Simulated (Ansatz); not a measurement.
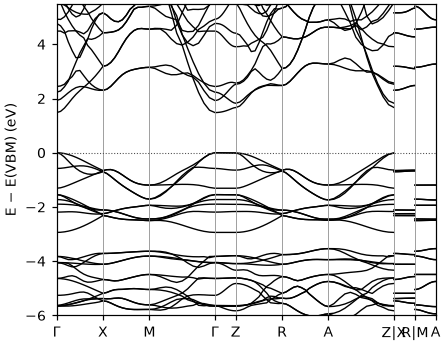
*Band structure from DFT-PBEsol in the program Ansatz with PAW potentials*

Read off the gap and where the band edges lie.

About 1.5 eV (1.48 eV by a search for the band edges); maximum at Γ, minimum at Γ.

Which of these materials gives this?
(A) GaN, P4_2/mnm (Ga on 4g, N on 4f)
(B) BaCuSF, P4/nmm (Ba on 2c, Cu on 2b, S on 2c, F on 2a)
(C) CaO, P4/nmm (Ca on 2c, O on 2a)
(D) Zn4Te3S, P-4m2 (Pearson symbol tP8)

B, BaCuSF, P4/nmm (Ba on 2c, Cu on 2b, S on 2c, F on 2a)

The first step of the workflow began from a Materials Project structure, measured or hypothetical; the Crystallography Open Database copy checked does not list it. Whether it is the stable phase at ambient conditions was not checked. The cell was relaxed with PBEsol under the symmetry of its start; whether a distortion lowers the energy is not shown. No spin polarisation was allowed. No Hubbard U is applied. Spin–orbit coupling is left out wherever it is not named.

Potentials: the earlier of the program's two PAW sets. The files were generated under PBE; for other functionals the program regenerates the frozen cores, and for LDA and PBEsol the local potential too.
